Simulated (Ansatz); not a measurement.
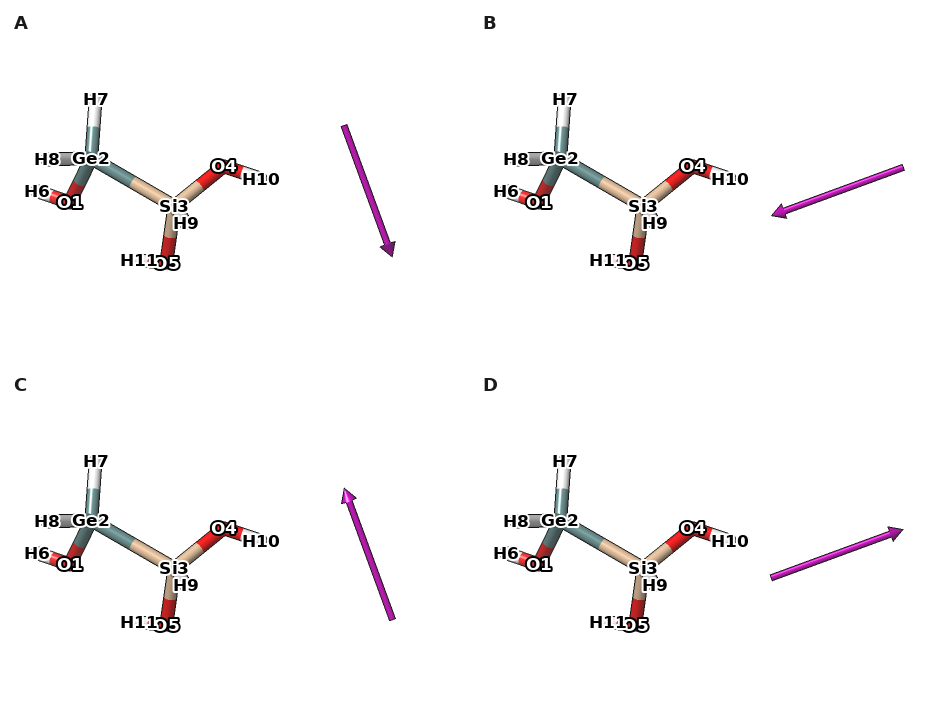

The same molecule four times, each with an arrow. The geometry was computed by an optimisation with PBE0-D4/def2-TZVP. No frequency run is at hand to confirm it as a minimum. Properties computed with RKS PBE0-D4/def2-TZVP (Ansatz 0.2.0).

Which arrow points along the dipole moment, from the negative to the positive end?

C. The dipole moment is 1.00 D; it points from the side of O5 to the side of H7 (the outermost atoms at the two ends).
